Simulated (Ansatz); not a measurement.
C₂H₅GeN (SMILES [NH2][GeH]1[CH]=[CH]1)

```xyz
9

N    -0.9523    1.2541   -0.8392
Ge    0.4751    0.2386   -0.2778
C     0.1413   -1.5298    0.3335
C     0.3191   -0.7112    1.3610
H    -1.0912    1.2245   -1.8411
H    -0.8801    2.2254   -0.5649
H     1.8543    0.6270   -0.8272
H    -0.0838   -2.5814    0.1968
H     0.3062   -0.7935    2.4418
```

Geometry: PBE0-D4/def2-TZVP.

All numbers below come from RKS PBE0-D4/def2-TZVPP in Ansatz.

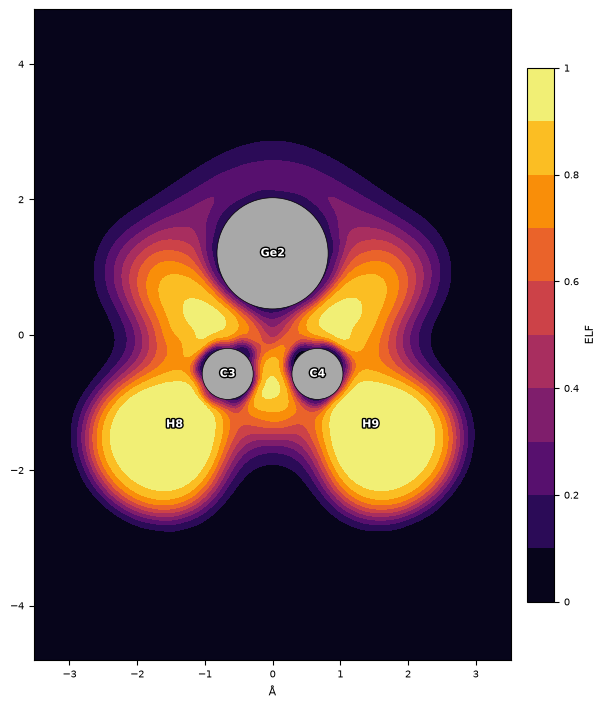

Figure 1. ELF on the plane of atoms Ge2, C4 and C3. Grey discs cover the atomic cores.

> Interpret the plot.

The section cuts through Ge, C and H sites. C–C (1.33 Å): the ELF peaks at about 0.90 between the atoms: a multiple bond. C–Ge (1.90 Å): the ELF peaks at about 0.75 in the valence shell of C, 0.7 Å from its nucleus, and is about 0.45 at the midpoint. C–H (1.08 Å): the ELF climbs to about 1 towards the hydrogen, as it does in any bond to H: an ordinary covalent bond to hydrogen.

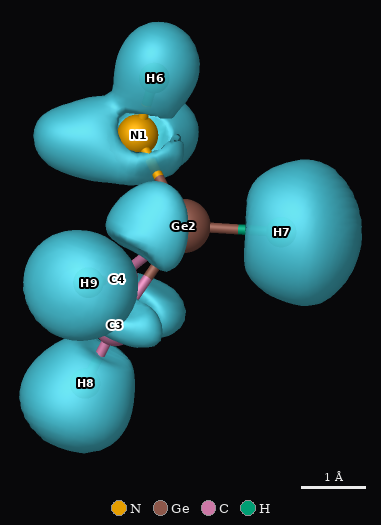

Figure 2. Isosurface of the ELF at 0.8 (cyan), seen at an oblique angle. Core shells and regions of very low density are left out.

> What do the ELF domains correspond to?

The ELF exceeds this value in one region between bonded C–C atoms (shared pairs), three regions around hydrogen nuclei, two lobes on C, pointing away from the bonds (lone pairs) and one joined region spread over several atoms (H, N), in which their bonds and any lone pairs are merged.


 Ge–N (1.84 Å): the ELF peaks at about 0.85 in the valence shell of N, 0.7 Å from its nucleus, and is about 0.50 at the midpoint.

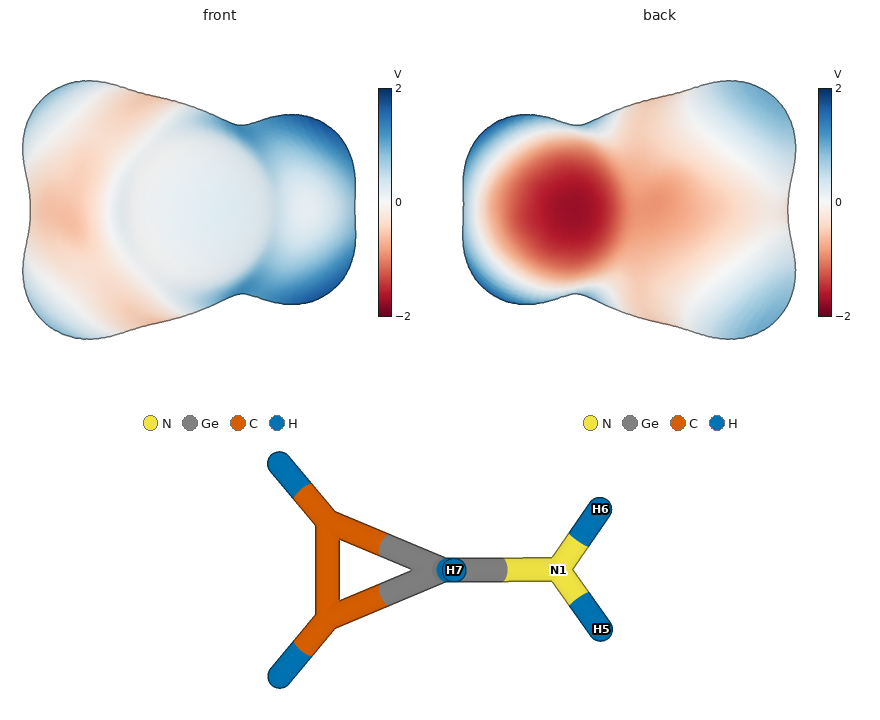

Figure 3. The molecular electrostatic potential painted on the density surface at 0.002 e/bohr³, seen from the front and from behind; the colour scale runs from red (negative) to blue (positive). The bare structure is drawn below in the same view.

> Which sites attract a positive test charge, and which a negative one?

A positive charge is drawn to the negative regions and a negative charge to the positive ones. The most negative region (about −1.7 V) lies over N1, the most positive (about +1.7 V) over H5 and H6. N1 is the likeliest acceptor of a hydrogen bond.
